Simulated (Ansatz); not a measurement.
**H7NSi2···HF: density, localisation and related maps**

```yaml
atoms:
  - { symbol: Si, position_ang: [-1.0318, 0.5278, 0.3941] }
  - { symbol: F, position_ang: [0.6036, -2.4800, -0.3325] }
  - { symbol: H, position_ang: [-2.1329, -0.0806, -0.3995] }
  - { symbol: H, position_ang: [-1.4719, 1.8435, 0.9309] }
  - { symbol: N, position_ang: [-0.6364, -0.4842, 1.7234] }
  - { symbol: H, position_ang: [0.8888, -1.7737, -0.8671] }
  - { symbol: Si, position_ang: [0.7404, 0.9437, -1.1061] }
  - { symbol: H, position_ang: [-0.2908, -1.4132, 1.5318] }
  - { symbol: H, position_ang: [-0.1861, -0.0849, 2.5308] }
  - { symbol: H, position_ang: [1.9047, 1.5926, -0.4440] }
  - { symbol: H, position_ang: [1.2717, -0.3460, -1.6733] }
  - { symbol: H, position_ang: [0.3409, 1.7550, -2.2884] }
```

The product side of a reaction path; geometry: PBE0-D4/def2-TZVP.

Level of theory: RKS PBE0-D4/def2-TZVPP (Ansatz 0.2.0).

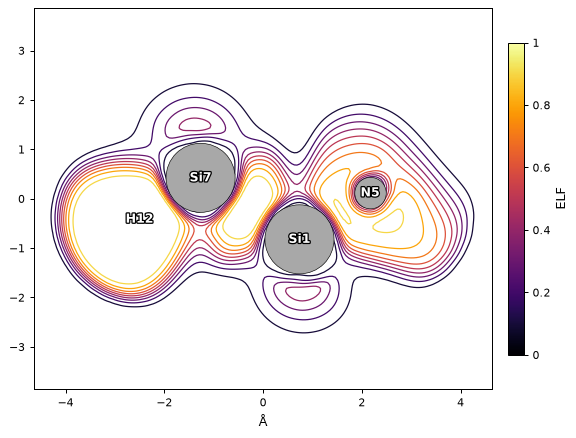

Figure 1. ELF on the plane of atoms N5, Si1 and Si7. Grey discs cover the atomic cores.

**Describe what can be read from this map.**

The plane passes through Si, N and H nuclei. Si–N (1.72 Å): the ELF peaks at about 0.90 between the atoms (a polar covalent bond). Si–Si (2.36 Å): the ELF peaks at about 1 between the atoms (localised, covalent bonding). Si–H (1.49 Å): the ELF climbs to about 1 towards the hydrogen, as it does in any bond to H. The ELF also peaks beside N5, away from the bonds: lone-pair regions.

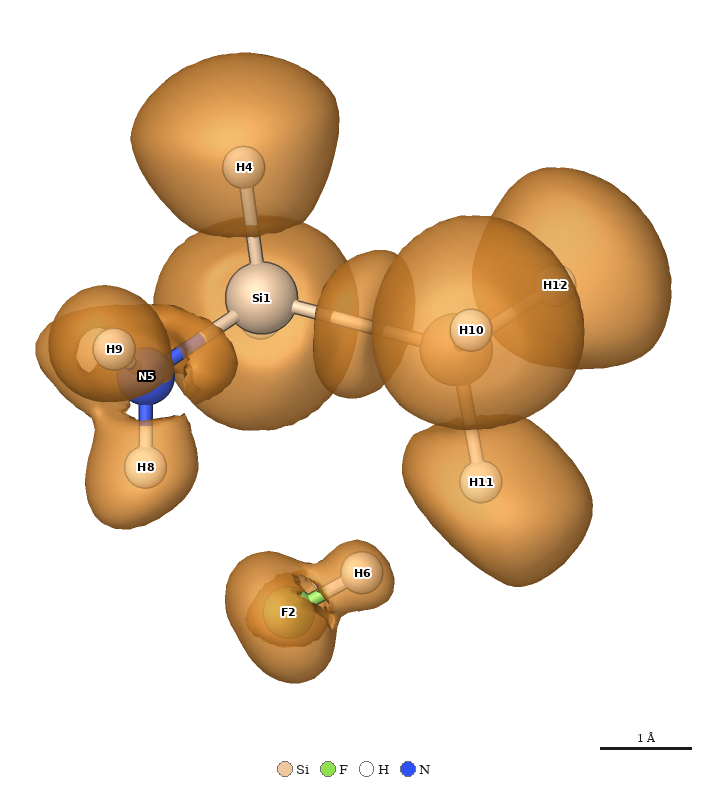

Figure 2. Isosurface of the ELF at 0.8 (orange), seen across its widest extent. Only the valence region is drawn (cores and ρ < 0.01 e/Å³ removed).

**Identify the bonds, lone pairs and shells in this picture.**

At this value the surface marks out one region between bonded Si–Si atoms (shared pairs), five regions around hydrogen nuclei, one joined region spread over several atoms (F, H), in which their bonds and any lone pairs are merged and one joined region spread over several atoms (H, N), in which their bonds and any lone pairs are merged.


H6···H11 (1.68 Å): the ELF dips to about 0.15 between them.

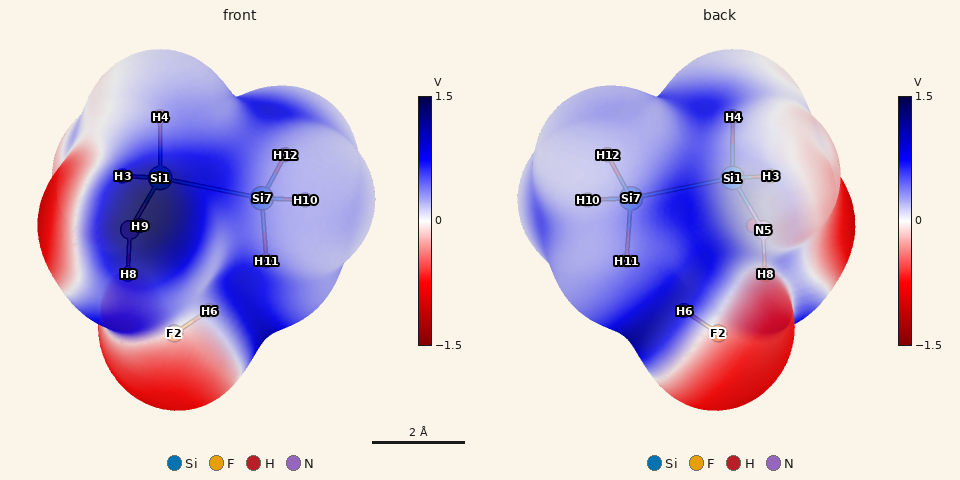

Figure 3. The electrostatic potential painted on the density surface at 0.001 e/bohr³, seen from the front and from behind; red is negative and blue positive.

**Which sites attract a positive test charge, and which a negative one?**

A positive charge is drawn to the negative regions and a negative charge to the positive ones. The most negative region (about −1.0 V) lies over N5, the most positive (about +1.5 V) over H9.

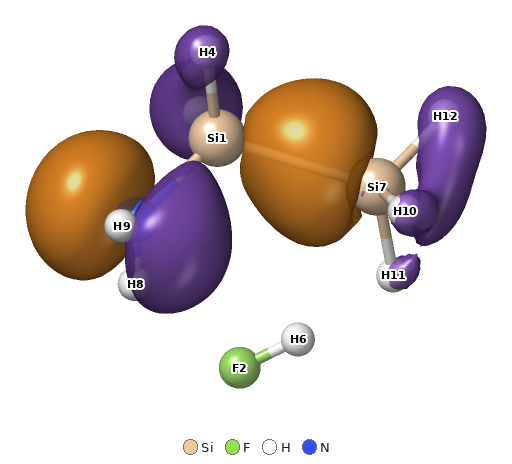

Figure 4. The HOMO at ±0.1 Å⁻³ᐟ² (orange and purple are the two phases), seen at a tilt.

**Describe this orbital and give its energy.**

By Hirshfeld shares it lies mainly on N5 (about 45 %), Si7 (about 20 %) and Si1 (about 15 %). Its energy is −7.17 eV.
